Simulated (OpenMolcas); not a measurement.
**PH (SMILES [PH]): the energy, rung by rung**

PH: 2 atoms, total charge 0, spin state triplet. As SMILES, `[PH]`. Geometry: relaxed at PBE0-D4/def2-TZVP.

```xyz
2

P     0.0000    0.0000   -0.0146
H     0.0000    0.0000    1.4137
```

Quantity: the energy change with the P1–H2 bond stretched from 1.428 to 2.448 Å, in eV. The values are calculated.

```
                                      level                   kind     program  value (eV)  less FCI/6-31G*
          ROHF/6-31G* (spherical functions)           Hartree–Fock  OpenMolcas        3.37            +1.30
        USVWN5/6-31G* (spherical functions)                    LDA  OpenMolcas        2.48            +0.41
          UPBE/6-31G* (spherical functions)                    GGA  OpenMolcas        2.44            +0.37
      U-r2SCAN/6-31G* (spherical functions)               meta-GGA  OpenMolcas        2.45            +0.38
       UM06-2X/6-31G* (spherical functions)        hybrid meta-GGA  OpenMolcas        2.63            +0.56
         UPBE0/6-31G* (spherical functions)          global hybrid  OpenMolcas        2.56            +0.49
SC-NEVPT2(6,5)/6-31G* (spherical functions)         multireference  OpenMolcas        2.04            -0.03
     ROCCSD(T)/6-31G* (spherical functions)  coupled cluster or CI  OpenMolcas        2.10            +0.03
           FCI/6-31G* (spherical functions)     exact in the basis  OpenMolcas        2.07             0.00
```

FCI/6-31G* (spherical functions) is exact within its basis and frozen core, so for wave-function methods in that basis the difference is their error; functionals converge differently with the basis, so for them it is only a difference. The first shape isn't each level's own minimum. The values span 2.04 to 3.37 eV. Spin contamination of the reference (⟨S²⟩ at least 0.1 too high) touches USVWN5/6-31G*, UPBE/6-31G*, U-r2SCAN/6-31G*, UM06-2X/6-31G*, UPBE0/6-31G*.

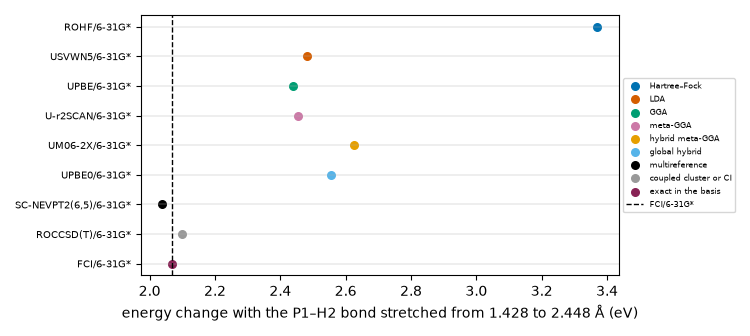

The values of the table, level by level.
